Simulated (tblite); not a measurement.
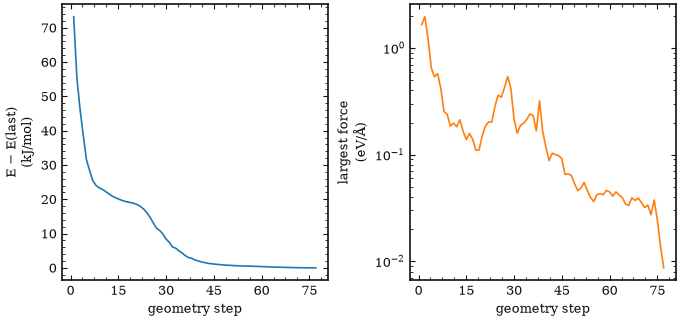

History of a geometry optimisation. The run: C6H11P (SMILES CC(C)(C)CC#P), by GFN2-xTB geometry optimisation, gas phase (tblite 0.8.0).

The optimisation met its thresholds at geometry 77, counting the start as the first. The energy fell by about 73 kJ/mol from the first step to the last. The largest force goes from about 1.7 eV/Å at the start to 9 × 10⁻³ eV/Å at the end.
